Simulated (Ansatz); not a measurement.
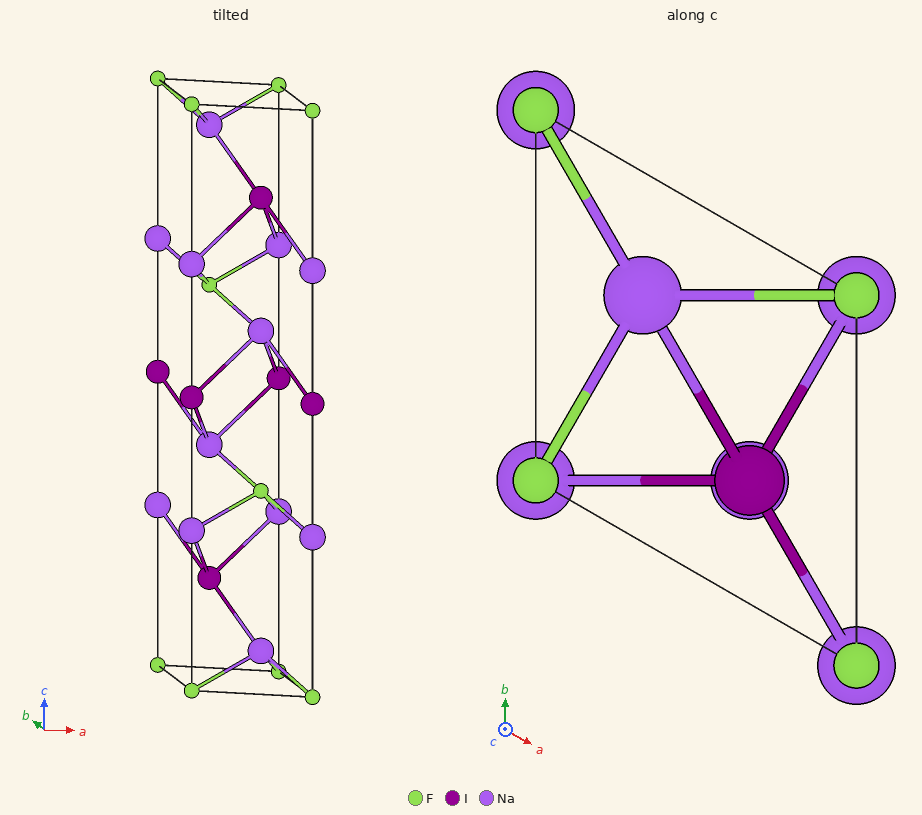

Shown here is a ball-and-stick view of the crystal, taken slightly off an axis and along the c axis. The wireframe shows the conventional unit cell.

Na2IF, space group R-3m (No. 166), a = 3.997 Å, b = 3.997 Å, c = 19.238 Å, α = 90.00°, β = 90.00°, γ = 120.00°. Starting structure: a structure type filled with these elements by a generator (whether the compound takes this form wasn't checked). Earlier steps of the study may have refined or changed the cell and positions. It went into a calculation with Ansatz.

This one geometry was computed with Ansatz (DFT, plane waves, PAW) at three levels of theory: PBE with spin-orbit coupling, r2SCAN and PBE. It was relaxed beforehand with r2SCAN.

### How does the band gap change with the level of theory?

PBE with spin-orbit coupling: a gap of 1.57 eV, direct; PBE: a gap of 1.94 eV, direct; r2SCAN: a gap of 2.51 eV, direct.

### Collect the results in a table.

| level | cutoff (eV) | k-mesh of the run's cell | gap (eV) | pressure (GPa) |
| --- | --- | --- | --- | --- |
| PBE with spin-orbit coupling | 420 | 8×8×8 | 1.57 | 1.0 |
| r2SCAN | 500 | 8×8×8 | 2.51 | 0.0 |
| PBE | 420 | 8×8×8 | 1.94 | 1.0 |

Gaps are taken on the k-mesh or band path of each run.
